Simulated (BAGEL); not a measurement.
**FCI/STO-3G (density fitting with cc-pvqz-jkfit) run of SF2 (sulfur difluoride)**

Aim: the vertical singlet–triplet gap of SF2 (sulfur difluoride) at FCI/STO-3G (density fitting with cc-pvqz-jkfit), from 2 runs. 

Program for the calculation: BAGEL 1.2.2.

2 further runs of the same task are left out: 2 set aside as unsound or not needed.

### Step 1. The molecule

The species is SF2 (3 atoms), meant as a singlet with charge 0. SMILES: `FSF`. The coordinates come from a PBE0-D4/def2-TZVP relaxation.

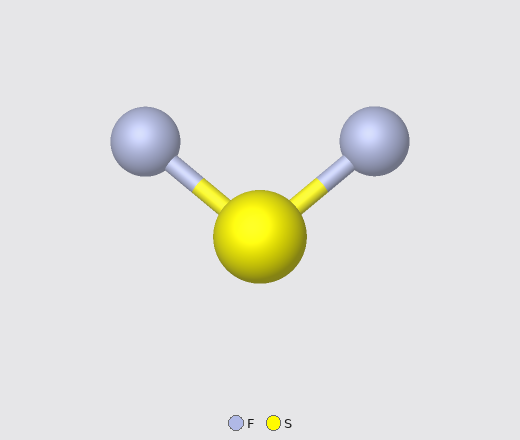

Viewed from a chosen angle; fluorine light blue, sulfur yellow.

### Step 2. A single-point energy at FCI/STO-3G (density fitting with cc-pvqz-jkfit)

Input file input.json:

```json
{ "bagel" : [

{
  "title" : "molecule",
  "basis" : "sto-3g",
  "df_basis" : "cc-pvqz-jkfit",
  "angstrom" : true,
  "geometry" : [
    { "atom" : "F", "xyz" : [    0.440140,    1.116450,    0.365400 ] },
    { "atom" : "S", "xyz" : [   -0.601990,    0.126530,   -0.315250 ] },
    { "atom" : "F", "xyz" : [    0.161840,   -1.242970,   -0.050150 ] }
  ]
},
{
  "title" : "hf"
},
{
  "title" : "fci",
  "nstate" : 1,
  "ncore" : 7
}

]}
```

Run with:

```sh
$ BAGEL_NUM_THREADS=1 BAGEL input.json > input.out
```

Log:

```text
* using 1 threads per process

  ===============================================================
  ===============================================================

  *** Geometry ***

  { "atom" : "F", "xyz" : [      0.831744,      2.109785,      0.690506 ] },
  { "atom" : "S", "xyz" : [     -1.137596,      0.239107,     -0.595736 ] },
  { "atom" : "F", "xyz" : [      0.305833,     -2.348873,     -0.094770 ] },

  Number of auxiliary basis functions:      360

  Since a DF basis is specified, we compute 2- and 3-index integrals:
    o Being stored without compression. Storage requirement is 0.001 GB

  Number of basis functions:       19
  Number of electrons      :       34

    * METHOD: MOLECULE                             0.08

  *** RHF ***

  === Nuclear Repulsion ===
   113.6011410477

      * DIIS with orbital gradients will be used.

  === RHF iteration (sto-3g) ===
      0       -589.11369938          0.01881152           0.01
      1       -589.16671359          0.00349124           0.01
      2       -589.16865307          0.00107269           0.01
      3       -589.16895468          0.00013491           0.01
      4       -589.16895944          0.00001943           0.01
      5       -589.16895952          0.00000626           0.01
      6       -589.16895953          0.00000151           0.01
      7       -589.16895954          0.00000012           0.01
      8       -589.16895954          0.00000003           0.01
      9       -589.16895954          0.00000000           0.01
    * SCF iteration converged.

    * Permanent dipole moment:
           (    0.241389,    -0.050734,     0.126411) a.u.

    * METHOD: HF                                   0.09

  ---------------------------
        FCI calculation
  ---------------------------

  Performs exactly the same way as Knowles & Handy 1984 CPL

  o alpha-beta strings
      length:           132
  o size of the space
      determinant space:  4356
      spin-adapted space: 1716

  o single displacement lists (alpha)
      length:          1980
  o single displacement lists (beta)
      length:          1980

     guess   0:   closed 1111111111..         open ............

  === FCI iteration ===

      0  0      -589.16895954     5.09e-03      0.01
      1  0      -589.23893599     1.89e-03      0.01
      2  0      -589.24567081     8.73e-04      0.01
      3  0      -589.24685447     3.53e-04      0.01
      4  0      -589.24707800     1.26e-04      0.01
      5  0      -589.24711463     5.94e-05      0.01
      6  0      -589.24712029     3.40e-05      0.01
      7  0      -589.24712235     1.10e-05      0.01
      8  0      -589.24712260     3.57e-06      0.01
      9  0      -589.24712263     1.58e-06      0.01
     10  0      -589.24712263     5.30e-07      0.01
     11  0      -589.24712263     1.64e-07      0.01
     12  0      -589.24712263     6.49e-08      0.01
     13  0      -589.24712263     2.66e-08      0.01
     14  0      -589.24712263     1.02e-08      0.01
     15  0      -589.24712263     3.99e-09      0.01
     16  0      -589.24712263     1.55e-09      0.01
     17  0      -589.24712263     6.15e-10      0.01
     18  0      -589.24712263     2.96e-10      0.01
     19  0      -589.24712263     1.34e-10      0.01
    ** throwing out 1 trial vectors **
     20  0 *    -589.24712263     4.88e-11      0.01

     * ci vector, state   0, <S^2> = 0.0000
       2222222222..    -0.9681625174
       22222222.22.     0.0833211944
       2222.222222.     0.0665615402
       2222222.22.2     0.0597031805
       2222222ba2ba    -0.0534168658
       2222222ab2ab    -0.0534168658
       2222b222a2ab     0.0513611034
       2222a222b2ba     0.0513611034

    * METHOD: FCI                                  0.14

  ===============================================================
```

Wall time 0.44 s (1 thread of Arm Neoverse V1, shared host).

### Step 3. The triplet, same level

Input file input.json:

```json
{ "bagel": [

{
  "title": "molecule",
  "basis": "sto-3g",
  "df_basis": "cc-pvqz-jkfit",
  "angstrom": true,
  "geometry": [
    { "atom": "F", "xyz": [       0.440140,       1.116450,       0.365400 ] },
    { "atom": "S", "xyz": [      -0.601990,       0.126530,      -0.315250 ] },
    { "atom": "F", "xyz": [       0.161840,      -1.242970,      -0.050150 ] }
  ]
},

{ "title": "hf" },

{ "title": "fci", "nstate": 1, "ncore": 7, "nspin": 2 }

]}
```

Run with:

```sh
$ BAGEL_NUM_THREADS=1 BAGEL input.json > input.out
```

Log:

```text
* using 1 threads per process

  ===============================================================
  ===============================================================

  *** Geometry ***

  { "atom" : "F", "xyz" : [      0.831744,      2.109785,      0.690506 ] },
  { "atom" : "S", "xyz" : [     -1.137596,      0.239107,     -0.595736 ] },
  { "atom" : "F", "xyz" : [      0.305833,     -2.348873,     -0.094770 ] },

  Number of auxiliary basis functions:      360

  Since a DF basis is specified, we compute 2- and 3-index integrals:
    o Being stored without compression. Storage requirement is 0.001 GB

  Number of basis functions:       19
  Number of electrons      :       34

    * METHOD: MOLECULE                             0.07

  *** RHF ***

  === Nuclear Repulsion ===
   113.6011410477

      * DIIS with orbital gradients will be used.

  === RHF iteration (sto-3g) ===
      0       -589.11369938          0.01881152           0.01
      1       -589.16671359          0.00349124           0.01
      2       -589.16865307          0.00107269           0.01
      3       -589.16895468          0.00013491           0.01
      4       -589.16895944          0.00001943           0.01
      5       -589.16895952          0.00000626           0.01
      6       -589.16895953          0.00000151           0.01
      7       -589.16895954          0.00000012           0.01
      8       -589.16895954          0.00000003           0.01
      9       -589.16895954          0.00000000           0.01
    * SCF iteration converged.

    * Permanent dipole moment:
           (    0.241389,    -0.050734,     0.126411) a.u.

    * METHOD: HF                                   0.09

  ---------------------------
        FCI calculation
  ---------------------------

  Performs exactly the same way as Knowles & Handy 1984 CPL

  o alpha-beta strings
      length:           232
  o size of the space
      determinant space:  2640
      spin-adapted space: 2145

  o single displacement lists (alpha)
      length:           264
  o single displacement lists (beta)
      length:          7920

     guess   0:   closed 111111111...         open .........11.

  === FCI iteration ===

      0  0      -588.95080996     6.71e-03      0.00
      1  0      -589.02695212     3.67e-03      0.00
      2  0      -589.04779714     1.77e-03      0.00
      3  0      -589.05126085     8.70e-04      0.00
      4  0      -589.05253526     3.77e-04      0.00
      5  0      -589.05285748     2.09e-04      0.00
      6  0      -589.05292765     9.81e-05      0.00
      7  0      -589.05294245     3.38e-05      0.00
      8  0      -589.05294435     1.96e-05      0.00
      9  0      -589.05294485     9.49e-06      0.00
     10  0      -589.05294498     4.01e-06      0.00
     11  0      -589.05294500     1.84e-06      0.00
     12  0      -589.05294501     9.57e-07      0.00
     13  0      -589.05294501     4.30e-07      0.00
     14  0      -589.05294501     2.20e-07      0.00
     15  0      -589.05294501     9.36e-08      0.00
     16  0      -589.05294501     3.67e-08      0.00
     17  0      -589.05294501     1.50e-08      0.00
     18  0      -589.05294501     5.95e-09      0.00
     19  0      -589.05294501     2.39e-09      0.00
    ** throwing out 1 trial vectors **
     20  0      -589.05294501     1.64e-09      0.00
    ** throwing out 1 trial vectors **
     21  0      -589.05294501     1.64e-09      0.00
    ** throwing out 1 trial vectors **
     22  0      -589.05294501     1.36e-09      0.00
    ** throwing out 1 trial vectors **
     23  0      -589.05294501     5.91e-10      0.00
    ** throwing out 1 trial vectors **
     24  0      -589.05294501     2.18e-10      0.00
    ** throwing out 1 trial vectors **
     25  0 *    -589.05294501     8.52e-11      0.00

     * ci vector, state   0, <S^2> = 2.0000
       222222222aa.    -0.9327298044
       222222a222.a     0.1904560413
       222a222222a.     0.1067079629
       22222222aaba     0.0738518286
       2222222a2a.2    -0.0685032840
       222aa222222.    -0.0639045448
       222222a2a22.    -0.0634165457
       222222aa22ab     0.0621837303
       222222ab22aa    -0.0609693896
       222a2222a2ab    -0.0605533694
       2222222.2aa2     0.0590697897

    * METHOD: FCI                                  0.11

  ===============================================================
```

Wall time 0.4 s (1 thread of Arm Neoverse V1, shared host).

### Step 4. Results

Level: FCI/STO-3G (density fitting with cc-pvqz-jkfit), 7 core orbitals frozen.

| quantity | value |
| --- | --- |
| singlet: total energy | -589.24712 Eh |
| triplet: total energy | -589.05295 Eh |
| vertical energy of the triplet above the singlet | 5.284 eV |

At this shape the triplet lies 5.28 eV (510 kJ/mol) above the singlet. In a minimal basis such a difference can be off by several eV, whatever the method.
